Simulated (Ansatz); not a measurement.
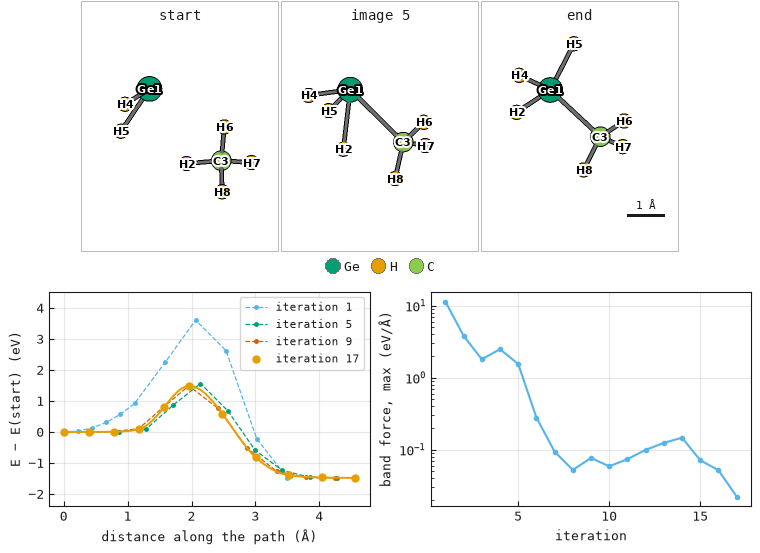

NEB run on CH$_{6}$Ge, made up of GeH$_{2}$ and CH4. Images are numbered from 0 (start) to 10 (end). The plot follows the band through its iterations. A ball-and-stick model, seen from a free direction.

All numbers below come from RKS PBE0/def2-SVP (Ansatz). Run with 9 movable images; climbing image; force threshold 0.03 eV/Å; iteration limit 60; starting path through a guess of the saddle point.

Question: How did the profile develop, and is the result final?

Answer: The result is final at these settings. The band converged in 17 iterations. The largest component of the band force went from 11 to 0.022 eV/Å. The climbing image converged on the top of the path. Its vibrational analysis gives one imaginary mode (1004i cm⁻¹), as a transition state must have. The first iteration put the highest image at 3.61 eV. The highest point, image 5, lies 1.48 eV above the start and 2.96 eV above the end; the end is at −1.48 eV relative to the start.

Limits of the set-up: the start holds two separate molecules, 2.2 Å apart at their closest, whose relative position is a soft coordinate and is computed without a dispersion correction.

The run took 2.7 min on 2 threads of Arm Neoverse V2 (shared host), peak memory 0.15 GiB.
